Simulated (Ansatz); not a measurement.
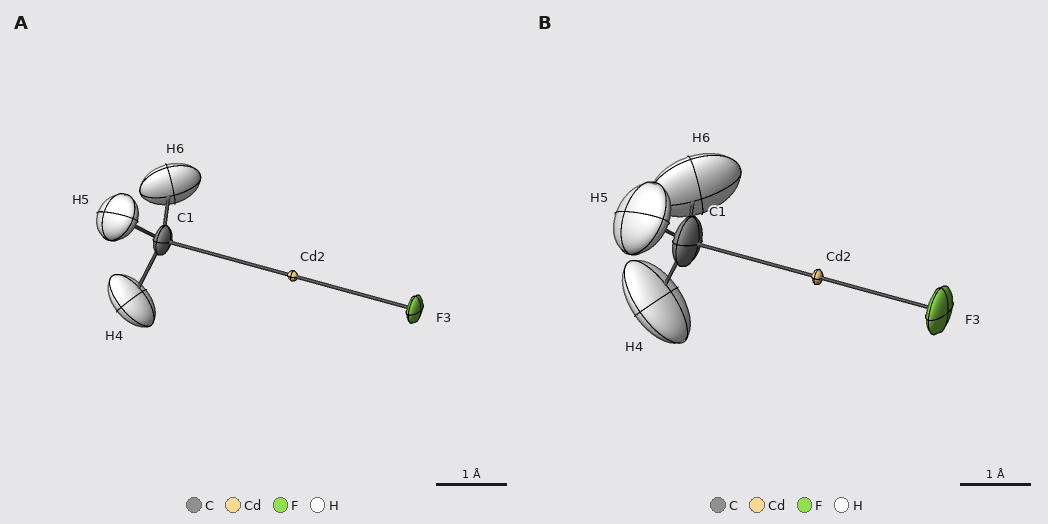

Displacement ellipsoids at the 50 % level, scaled by 1.5, from the internal vibrations of the free molecule (harmonic, no overall translation or rotation; no half-axis is drawn under 0.075 Å). Vibrations computed with RKS PBE0-D4/def2-TZVP, core potentials on Cd (Ansatz 0.2.0). One panel is for 298 K, the other for 900 K.

Which panel is for 900 K?

Answer. B.

How much does the mean-square displacement of F3 grow, and why?

Answer. U_eq goes from 0.0060 to 0.0171 Å², a factor of 2.9. Modes below kT (626 cm⁻¹ at 900 K) grow about in proportion to T, and the lowest lies at 134 cm⁻¹; the mean-square amplitude of a mode is its zero-point value times coth(ħω/2kT), which comes close to 1 only above about 3kT.
